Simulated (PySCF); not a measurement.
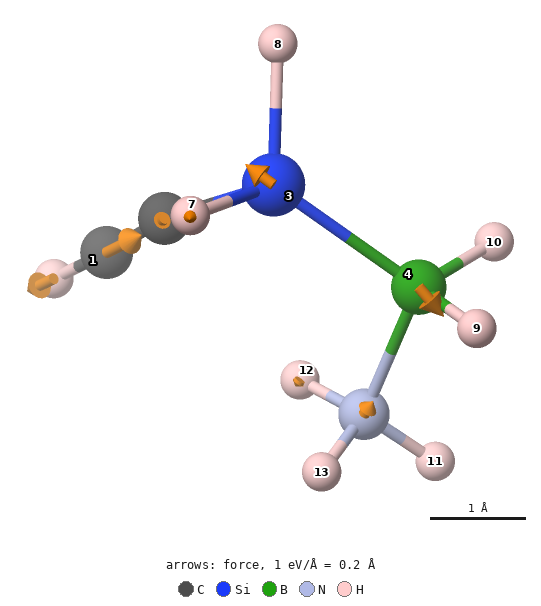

Starting geometry of C₂H₈BNSi with the computed forces as orange arrows. The picture is a ball-and-stick view, seen from a free direction.

The start comes from GFN2-xTB. Its atoms were then displaced at random by about 0.01 Å.

All numbers below come from PySCF 2.14.0, density-fitted response routines, PBE0-D3(BJ)/def2-SVP geometry optimisation, gas phase. 

### What follows when this structure is relaxed?

It isn't relaxed: the largest force vector, on a C atom, is 3.56 eV/Å. The final displacements follow the starting forces only in part (cosine between the two patterns 0.36). The energy falls by 5.80 kcal/mol in 7 geometry steps. The largest move after the best rigid fit is that of an H atom, 0.13 Å. Largest moves by element: H 0.13 Å, Si 0.07 Å, B 0.05 Å, N 0.05 Å, C 0.05 Å. Among the contacts that change: B–Si 1.931 → 2.030 Å, C–H 1.020 → 1.076 Å, B–N 1.673 → 1.621 Å, H–Si 1.484 → 1.503 Å. Bond angles that change, for instance: Si–B–H 115.8° → 108.3°, B–Si–H 122.9° → 116.0°, H–B–H 107.8° → 112.9°.
